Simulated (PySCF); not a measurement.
C4H15GeNSi, SMILES CN(C)[SiH2]C[CH2][GeH3] at its GFN2-xTB optimised geometry (Å):

```
22

Si     0.5053     0.8043     0.0000
N      2.2254     0.8043     0.0000
C      3.0211     1.0211    -1.1823
C      2.9192     1.2201     1.1911
C     -0.1032    -0.1295    -1.5330
C     -1.6230    -0.1424    -1.6376
Ge    -2.5455    -1.0079    -0.1292
H      0.1536     0.0983     1.2380
H     -0.1355     2.1401     0.0000
H      3.2563     2.0832    -1.3255
H      2.4923     0.6607    -2.0590
H      3.9652     0.4754    -1.0953
H      2.3208     0.9804     2.0648
H      3.1157     2.2991     1.1915
H      3.8777     0.6994     1.2637
H      0.2990     0.3131    -2.4475
H      0.2619    -1.1578    -1.4979
H     -1.9936     0.8815    -1.7233
H     -1.9257    -0.6570    -2.5554
H     -2.6080    -0.1528     1.0944
H     -3.9652    -1.3296    -0.4951
H     -1.8997    -2.2991     0.2615
```

Level of theory: CAM-B3LYP/def2-SVP (PySCF 2.14.0).

Map of the electrostatic potential (hartree/e), clipped to [-0.08, 0.12] on the plane z = 0.8 Å:

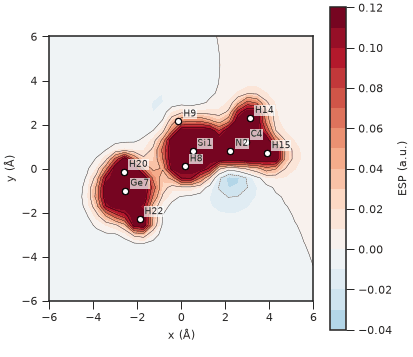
*Electrostatic potential (hartree/e), clipped to [-0.08, 0.12] on the plane z = 0.8 Å.*
